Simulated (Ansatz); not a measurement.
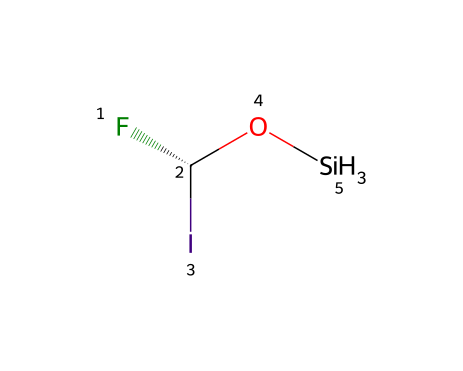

Skeletal drawing with numbered atoms; wedges and dashes mark any stereocentres. The configuration is that of a computed structure (PBE0-D4/def2-TZVP).

> Give the R/S and E/Z labels.

C2: S.
